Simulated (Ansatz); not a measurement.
# CH3F3Ge: molecular dynamics (part 2 of 2)

Continued. System: CH3F3Ge, SMILES [CH3][Ge]([F])([F])[F]. Method: UKS revPBE-d4/6-31G* (Ansatz 0.2.0). The geometry comes from this level: PBE0-D4/def2-TZVP.

Geometry of the input (Å):
```
C  -0.8801  -0.2122  0.5567
Ge 0.7052  0.1523  -0.4456
F  2.1029  -0.5985  0.2020
F  0.6147  -0.3789  -2.0723
F  1.0825  1.8217  -0.5313
H  -1.0614  -1.2864  0.5634
H  -0.7489  0.1448  1.5776
H  -1.7228  0.3000  0.0937
```

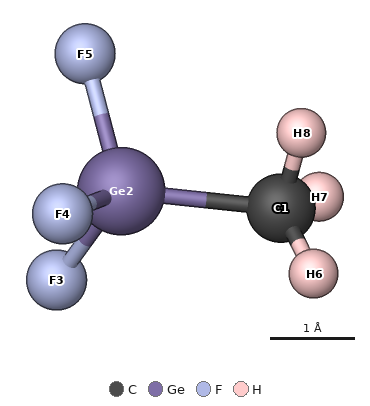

Figure 1. The geometry at step 13 of the log (ball-and-stick view, seen at a tilt; atoms are numbered from 1 in the order of the input).

Trajectory as extended XYZ, continued
```
8
Properties=species:S:1:pos:R:3:forces:R:3 step=5 time_fs=5.0 energy=-65742.78071 temperature=539.7
C    -0.8494   -0.2005    0.5964   -1.2754  -0.5578  -0.4067
Ge    0.7127    0.1478   -0.4487   -0.4755  -0.2554   0.2946
F     2.0771   -0.6015    0.2092    1.6673  -0.7391   0.5721
F     0.6212   -0.3796   -2.0919   -0.1607  -0.1223  -0.4370
F     1.0550    1.8338   -0.5303    0.0784   0.6574  -0.0590
H    -1.2449   -1.2522    0.5766    0.4773   0.5196  -0.6817
H    -0.8239   -0.0103    1.6952    0.1727   0.8781  -0.7337
H    -1.4894    0.4492   -0.0772   -0.4842  -0.3804   1.4514
8
Properties=species:S:1:pos:R:3:forces:R:3 step=6 time_fs=6.0 energy=-65742.67756 temperature=412.0
C    -0.8443   -0.2016    0.6032   -1.6355   0.2588  -0.3062
Ge    0.7141    0.1468   -0.4491   -0.5113  -0.2111   0.2275
F     2.0742   -0.6031    0.2115    1.7526  -0.7605   0.5816
F     0.6223   -0.3800   -2.0967   -0.1588  -0.0841  -0.3133
F     1.0497    1.8374   -0.5301    0.0615   0.5465  -0.0559
H    -1.2704   -1.2316    0.5626    0.4368   0.2990  -0.6613
H    -0.8339   -0.0146    1.7272    0.2118   0.7599  -1.3970
H    -1.4745    0.4881   -0.0961   -0.1571  -0.8084   1.9247
8
Properties=species:S:1:pos:R:3:forces:R:3 step=7 time_fs=7.0 energy=-65742.61852 temperature=338.8
C    -0.8404   -0.2024    0.6098   -1.7344   0.9295  -0.2938
Ge    0.7153    0.1457   -0.4496   -0.5514  -0.1547   0.1524
F     2.0722   -0.6051    0.2141    1.7981  -0.7652   0.5792
F     0.6233   -0.3805   -2.1017   -0.1526  -0.0479  -0.1874
F     1.0444    1.8413   -0.5300    0.0489   0.4293  -0.0514
H    -1.2918   -1.2080    0.5424    0.3444  -0.0075  -0.5986
H    -0.8419   -0.0117    1.7458    0.2632   0.6331  -1.7070
H    -1.4612    0.5193   -0.0966   -0.0161  -1.0165   2.1066
8
Properties=species:S:1:pos:R:3:forces:R:3 step=8 time_fs=8.0 energy=-65742.63822 temperature=363.4
C    -0.8380   -0.2025    0.6161   -1.6511   1.3801  -0.4108
Ge    0.7165    0.1447   -0.4500   -0.5843  -0.0947   0.0761
F     2.0711   -0.6075    0.2169    1.8036  -0.7526   0.5636
F     0.6242   -0.3810   -2.1067   -0.1430  -0.0135  -0.0619
F     1.0391    1.8454   -0.5300    0.0401   0.3099  -0.0464
H    -1.3098   -1.1846    0.5164    0.2383  -0.3106  -0.5016
H    -0.8473   -0.0028    1.7481    0.3152   0.5010  -1.6514
H    -1.4479    0.5408   -0.0770   -0.0188  -1.0196   2.0324
8
Properties=species:S:1:pos:R:3:forces:R:3 step=9 time_fs=9.0 energy=-65742.72610 temperature=472.2
C    -0.8369   -0.2014    0.6220   -1.4481   1.4834  -0.6855
Ge    0.7176    0.1436   -0.4504   -0.6052  -0.0337   0.0025
F     2.0709   -0.6103    0.2200    1.7693  -0.7231   0.5343
F     0.6251   -0.3815   -2.1118   -0.1306   0.0188   0.0611
F     1.0338    1.8496   -0.5299    0.0352   0.1917  -0.0417
H    -1.3256   -1.1641    0.4856    0.1734  -0.5019  -0.3663
H    -0.8497    0.0110    1.7346    0.3638   0.3728  -1.2168
H    -1.4349    0.5525   -0.0378   -0.1579  -0.8079   1.7123
8
Properties=species:S:1:pos:R:3:forces:R:3 step=10 time_fs=10.0 energy=-65742.82753 temperature=596.7
C    -0.8369   -0.1992    0.6274   -1.1451   1.1174  -1.1219
Ge    0.7186    0.1426   -0.4508   -0.6175   0.0319  -0.0666
F     2.0716   -0.6135    0.2234    1.6959  -0.6777   0.4919
F     0.6259   -0.3819   -2.1169   -0.1154   0.0481   0.1801
F     1.0286    1.8540   -0.5299    0.0346   0.0766  -0.0374
H    -1.3397   -1.1484    0.4513    0.1894  -0.5111  -0.1798
H    -0.8487    0.0283    1.7094    0.4129   0.2614  -0.4054
H    -1.4234    0.5565    0.0177   -0.4548  -0.3465   1.1390
8
Properties=species:S:1:pos:R:3:forces:R:3 step=11 time_fs=11.0 energy=-65742.87244 temperature=652.7
C    -0.8379   -0.1961    0.6320   -0.7431   0.3076  -1.6412
Ge    0.7195    0.1415   -0.4513   -0.6293   0.1097  -0.1315
F     2.0731   -0.6170    0.2271    1.5853  -0.6182   0.4376
F     0.6266   -0.3824   -2.1219   -0.0974   0.0735   0.2943
F     1.0234    1.8584   -0.5299    0.0392  -0.0347  -0.0333
H    -1.3520   -1.1376    0.4153    0.2775  -0.3554   0.0596
H    -0.8437    0.0482    1.6804    0.4729   0.1640   0.6514
H    -1.4162    0.5571    0.0841   -0.9051   0.3536   0.3631
8
Properties=species:S:1:pos:R:3:forces:R:3 step=12 time_fs=12.0 energy=-65742.84439 temperature=623.0
C    -0.8395   -0.1927    0.6352   -0.3392  -0.5977  -2.0450
Ge    0.7203    0.1404   -0.4517   -0.6453   0.2052  -0.1935
F     2.0755   -0.6208    0.2310    1.4418  -0.5466   0.3735
F     0.6272   -0.3828   -2.1267   -0.0764   0.0944   0.4022
F     1.0182    1.8627   -0.5299    0.0499  -0.1423  -0.0291
H    -1.3616   -1.1303    0.3799    0.3841  -0.1277   0.3256
H    -0.8341    0.0696    1.6576    0.5517   0.0278   1.5708
H    -1.4177    0.5612    0.1539   -1.3666   1.0869  -0.4045
8
Properties=species:S:1:pos:R:3:forces:R:3 step=13 time_fs=13.0 energy=-65742.81643 temperature=592.3
C    -0.8413   -0.1898    0.6367   -0.1926  -0.9472  -2.1044
Ge    0.7211    0.1394   -0.4522   -0.6585   0.3178  -0.2552
F     2.0786   -0.6249    0.2350    1.2723  -0.4647   0.3017
F     0.6279   -0.3832   -2.1313   -0.0532   0.1108   0.5022
F     1.0130    1.8670   -0.5299    0.0667  -0.2467  -0.0247
H    -1.3675   -1.1241    0.3476    0.4488   0.0629   0.5714
H    -0.8193    0.0912    1.6498    0.6301  -0.2382   1.8557
H    -1.4323    0.5756    0.2200   -1.5137   1.4052  -0.8466
8
Properties=species:S:1:pos:R:3:forces:R:3 step=14 time_fs=14.0 energy=-65742.84427 temperature=622.9
C    -0.8434   -0.1876    0.6366   -0.4685  -0.3388  -1.7279
Ge    0.7218    0.1384   -0.4527   -0.6541   0.4391  -0.3169
F     2.0824   -0.6292    0.2393    1.0848  -0.3746   0.2241
F     0.6285   -0.3835   -2.1357   -0.0289   0.1233   0.5924
F     1.0079    1.8712   -0.5299    0.0880  -0.3477  -0.0199
H    -1.3692   -1.1173    0.3207    0.4363   0.1432   0.7530
H    -0.7985    0.1106    1.6598    0.6556  -0.6492   1.3553
H    -1.4613    0.6035    0.2779   -1.1132   1.0047  -0.8601
8
Properties=species:S:1:pos:R:3:forces:R:3 step=15 time_fs=15.0 energy=-65742.87413 temperature=656.2
C    -0.8457   -0.1858    0.6351   -0.9578   0.8922  -1.0256
Ge    0.7224    0.1375   -0.4532   -0.6219   0.5567  -0.3740
F     2.0867   -0.6337    0.2436    0.8860  -0.2785   0.1425
F     0.6291   -0.3837   -2.1398   -0.0049   0.1327   0.6716
F     1.0028    1.8752   -0.5300    0.1116  -0.4444  -0.0154
H    -1.3667   -1.1092    0.3011    0.3417   0.0912   0.8467
H    -0.7713    0.1238    1.6827    0.5887  -1.0827   0.4224
H    -1.5010    0.6410    0.3275   -0.3433   0.1326  -0.6684
8
Properties=species:S:1:pos:R:3:forces:R:3 step=16 time_fs=16.0 energy=-65742.84769 temperature=624.6
C    -0.8489   -0.1832    0.6327   -1.3256   2.1131  -0.2290
Ge    0.7229    0.1367   -0.4538   -0.5634   0.6578  -0.4194
F     2.0914   -0.6384    0.2480    0.6812  -0.1782   0.0583
F     0.6297   -0.3839   -2.1435    0.0177   0.1401   0.7397
F     0.9977    1.8790   -0.5300    0.1351  -0.5349  -0.0115
H    -1.3609   -1.1002    0.2895    0.1857  -0.0708   0.8522
H    -0.7386    0.1266    1.7097    0.4409  -1.3944  -0.4888
H    -1.5440    0.6798    0.3708    0.4285  -0.7327  -0.5014
8
Properties=species:S:1:pos:R:3:forces:R:3 step=17 time_fs=17.0 energy=-65742.79030 temperature=556.2
C    -0.8531   -0.1789    0.6302   -1.4374   2.9491   0.4552
Ge    0.7233    0.1359   -0.4544   -0.4883   0.7320  -0.4485
F     2.0965   -0.6431    0.2524    0.4743  -0.0758  -0.0273
F     0.6303   -0.3840   -2.1468    0.0388   0.1461   0.7965
F     0.9928    1.8825   -0.5301    0.1572  -0.6168  -0.0089
H    -1.3533   -1.0918    0.2862    0.0104  -0.2839   0.7893
H    -0.7016    0.1161    1.7320    0.2543  -1.5215  -1.1353
H    -1.5829    0.7116    0.4093    0.9906  -1.3291  -0.4210
8
Properties=species:S:1:pos:R:3:forces:R:3 step=18 time_fs=18.0 energy=-65742.76712 temperature=529.7
C    -0.8585   -0.1723    0.6280   -1.3398   3.2785   0.9076
Ge    0.7237    0.1352   -0.4551   -0.4091   0.7743  -0.4612
F     2.1018   -0.6479    0.2569    0.2686   0.0268  -0.1125
F     0.6309   -0.3840   -2.1498    0.0587   0.1511   0.8419
F     0.9879    1.8856   -0.5302    0.1779  -0.6875  -0.0075
H    -1.3457   -1.0862    0.2903   -0.1288  -0.4593   0.6913
H    -0.6622    0.0910    1.7435    0.0712  -1.4708  -1.4581
H    -1.6124    0.7306    0.4437    1.3013  -1.6131  -0.4017
8
Properties=species:S:1:pos:R:3:forces:R:3 step=19 time_fs=19.0 energy=-65742.81950 temperature=596.2
C    -0.8649   -0.1630    0.6266   -1.1106   3.0542   1.0727
Ge    0.7240    0.1347   -0.4559   -0.3371   0.7847  -0.4599
F     2.1073   -0.6527    0.2612    0.0667   0.1280  -0.1955
F     0.6315   -0.3840   -2.1523    0.0781   0.1550   0.8758
F     0.9831    1.8885   -0.5302    0.1975  -0.7451  -0.0073
H    -1.3392   -1.0850    0.3011   -0.1854  -0.5057   0.5889
H    -0.6221    0.0518    1.7410   -0.0749  -1.2727  -1.4642
H    -1.6293    0.7342    0.4743    1.3658  -1.5985  -0.4104
8
Properties=species:S:1:pos:R:3:forces:R:3 step=20 time_fs=20.0 energy=-65742.93511 temperature=739.8
C    -0.8722   -0.1513    0.6260   -0.7524   2.2398   0.9436
Ge    0.7242    0.1342   -0.4567   -0.2807   0.7682  -0.4487
F     2.1128   -0.6574    0.2655   -0.1291   0.2260  -0.2747
F     0.6322   -0.3839   -2.1544    0.0975   0.1575   0.8978
F     0.9784    1.8909   -0.5303    0.2166  -0.7891  -0.0081
H    -1.3346   -1.0886    0.3175   -0.1508  -0.3787   0.4885
H    -0.5827    0.0004    1.7245   -0.1565  -0.9638  -1.1717
H    -1.6332    0.7225    0.5010    1.1554  -1.2598  -0.4267
```

Summary

```tsv
quantity	value
outcome	finished
mean temperature over the second half	617 K
trajectory	20 steps, 20 fs
ensemble	nve
temperature in the input	1000 K
time step	1 fs
potential energy (last step)	−65742.9352 eV
mean-field energy (last step)	−65742.5249 eV
dispersion energy (last step)	−0.4103 eV
SCF solution under orbital rotations (last step)	stable
largest force (length of the vector) (last step)	2.544 eV/Å
dipole moment (last step)	3.27 D
wall time	26 s (CPU time 97 s)
peak memory	0.41 GiB
```

So short a trajectory is not equilibrated.
